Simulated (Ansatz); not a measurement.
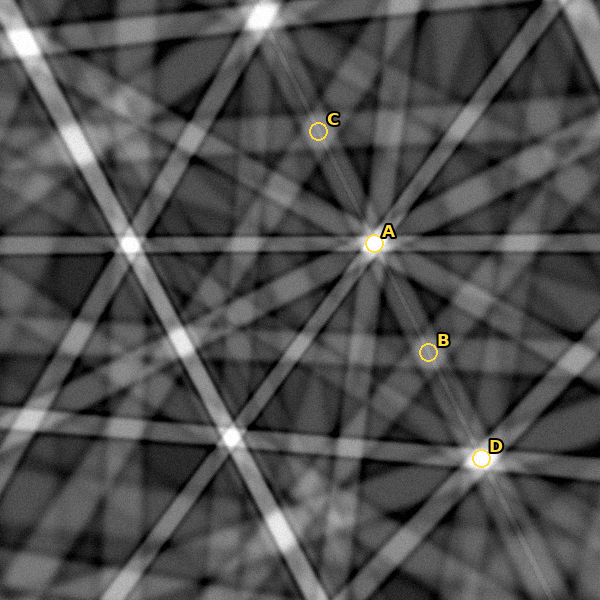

Simulated Kikuchi (electron backscatter) pattern at 20 kV: kinematic bands of width 2θ(Bragg) in gnomonic projection, seen from the camera side; the frame spans ±37° from its centre. Crystal: Cd2W, space group Cmcm (No. 63), a = 2.864 Å, b = 16.703 Å, c = 4.770 Å. Structure: coordinates from a relaxation with DFT, PAW plane waves, pbe in Ansatz 0.2.0; the starting structure was generated, so it need not be a known form of this composition.

Pole A is [001] and pole B is [-102].

> Index the poles C and D.

C is [102], 16.7° from A and 33.4° from B. D is [-101], 31.0° from A and 14.3° from B.
